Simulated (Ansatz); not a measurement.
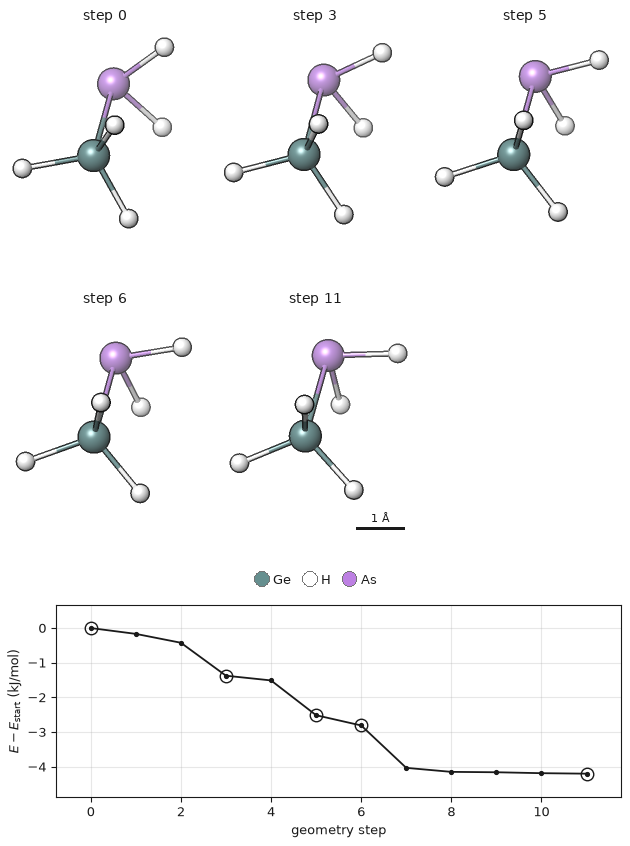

Frames of a relaxation of GeAsH5, marked on the history of the run. Style: ball-and-stick. Shown from a free direction.

It is one of the separated products of a reaction.

Level of theory: RKS PBE0-D4/def2-TZVP (Ansatz 0.2.0).

The input:
```yaml
crystal:
  periodic: [false, false, false]
  atoms:
    - {symbol: Ge, position_ang: [-1.483188, -0.055002, 0.083813]}
    - {symbol: H, position_ang: [-1.237183, 1.006757, 1.166475]}
    - {symbol: H, position_ang: [-1.270971, -1.452035, 0.690876]}
    - {symbol: H, position_ang: [-2.958231, 0.038141, -0.361481]}
    - {symbol: As, position_ang: [-0.023127, 0.222593, -1.828664]}
    - {symbol: H, position_ang: [-1.074629, 0.966231, -2.649336]}
    - {symbol: H, position_ang: [0.555517, 1.522429, -1.296688]}
basis:
  gaussian: {orbitals: def2-TZVP}
hamiltonian: {xc: pbe0, dispersion: d4}
relax: {f_tol: 0.005, max_steps: 200}
```

Command:
```bash
ansatz run in.yaml --threads 8 --pin off --events-out ev --progress --plain --max-ram 19148MiB
```

What happens along the run?

Answer. After 11 geometry steps the energy has fallen by 4.20 kJ/mol. Largest force component: 0.32 eV/Å at the start, 0.0019 eV/Å at the end. The largest moves after the best rigid fit, 0.71 Å, are those of H6 and H7. Largest moves by element: H 0.71 Å, As 0.36 Å, Ge 0.09 Å. Among the contacts that change: As5–H6 1.527 → 1.523 Å. Groups turn about Ge1–As5 by about 50°. From step 0 to 3: H atoms move most (0.21 Å), energy −1.37 kJ/mol. From step 3 to 5: H6 moves most (0.21 Å), energy −1.14 kJ/mol. From step 5 to 6: H atoms move most (0.11 Å), energy −0.30 kJ/mol. From step 6 to 11: H atoms move most (0.21 Å), energy −1.39 kJ/mol.
